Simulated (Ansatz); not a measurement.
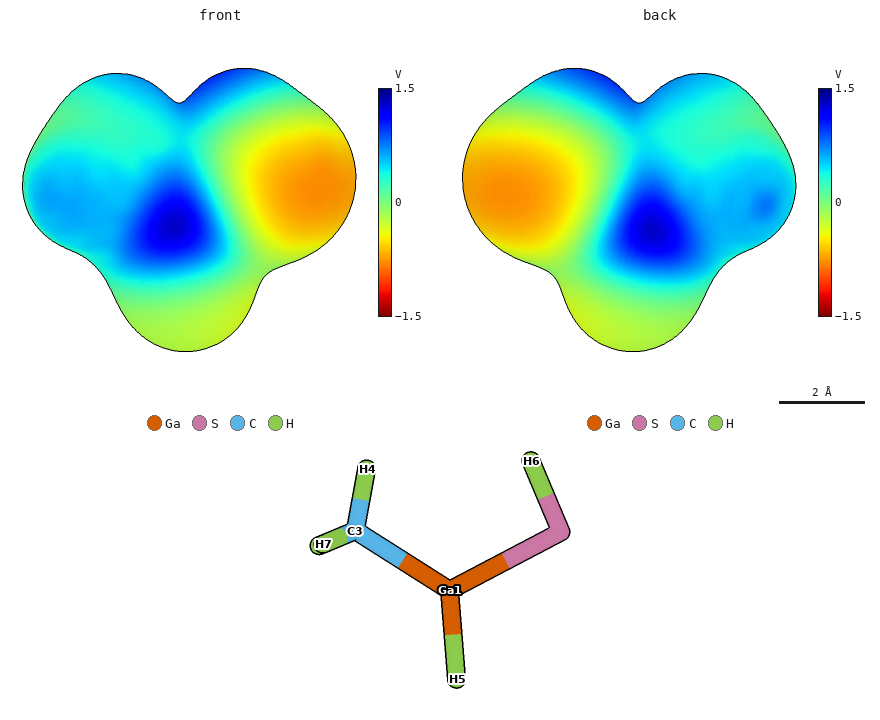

Figure 1: CH₅GaS. The molecular electrostatic potential painted on the density surface at 0.001 e/bohr³, seen from the front and from behind; red is negative and blue positive. The bare structure is drawn below in the same view.

Theory: Ansatz 0.2.0, RKS PBE-D4/def2-SVP.

The calculation's input:

```
crystal:
  periodic: [false, false, false]
  atoms:
    - { symbol: Ga, position_ang: [-1.078617, -0.359052, -0.052552] }
    - { symbol: S, position_ang: [-0.003038, -1.803976, 1.308363] }
    - { symbol: C, position_ang: [0.397053, 0.854169, -0.499692] }
    - { symbol: H, position_ang: [1.125273, 0.324012, 0.117263] }
    - { symbol: H, position_ang: [-2.605476, -0.575364, -0.326853] }
    - { symbol: H, position_ang: [1.202769, -1.190331, 1.170899] }
    - { symbol: H, position_ang: [0.262891, 1.897103, -0.152576] }
    - { symbol: H, position_ang: [0.699245, 0.853539, -1.564851] }
basis:
  gaussian: { orbitals: def2-SVP }
hamiltonian:
  xc: pbe
  dispersion: d4
relax:
  f_tol: 0.03
  max_steps: 50
output:
  orbitals: {}
```

Command:

```sh
ansatz run input.yaml --threads 2 --pin off --max-ram 3072MiB --backend cpu --events-out ev --progress --plain --runs-dir out
```

The fields are those of the run's last geometry, not of the input's.

Which sites attract a positive test charge, and which a negative one?

A positive charge is drawn to the negative regions and a negative charge to the positive ones. The most negative region (about −0.8 V) lies over S2, the most positive (about +1.3 V) over Ga1.
